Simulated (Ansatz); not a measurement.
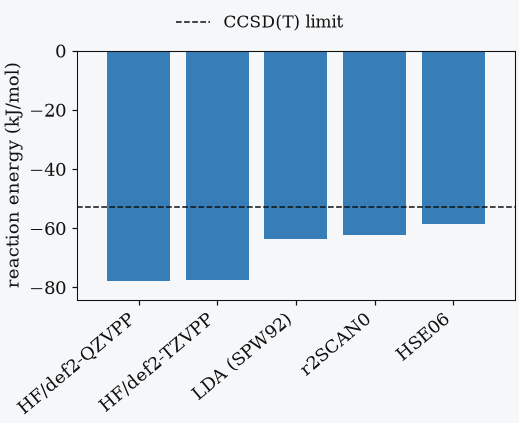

Electronic reaction energy of BHOBr₂ (OB(Br)Br) + H₂O (O) → BH₂O₂Br (OB(O)Br) + HBr (Br) (SMILES in brackets) at several levels (functionals in def2-TZVPP unless a basis is named), isolated molecules at PBE0-D4 triple-zeta geometries, minima by their frequencies, no zero-point or thermal terms, the Ansatz code. The line is frozen-core CCSD(T) at the basis limit (MP2 extrapolated from triple and quadruple zeta, plus CCSD(T) less MP2 in a smaller set). The limit lies 6.3 kJ/mol from CCSD(T)/def2-TZVPP, so the line itself is uncertain by a part of that.

### Which level comes closest to the line (CCSD(T) limit), and which misses most?

Closest HSE06 (−58.6 kJ/mol), against −53.0 kJ/mol; farthest HF/def2-QZVPP (−78.0 kJ/mol).

### Give the values.

```tsv
level	kJ/mol	less CCSD(T) limit
HF/def2-QZVPP	−78.0	−25.0
HF/def2-TZVPP	−77.7	−24.6
LDA (SPW92)	−63.6	−10.6
r2SCAN0	−62.4	−9.3
HSE06	−58.6	−5.5
CCSD(T) limit	−53.0	0.0
```

Known limits of this run: no scalar relativity up to krypton; outer-core shells are correlated without core-valence functions, which makes the correlated values less sure.
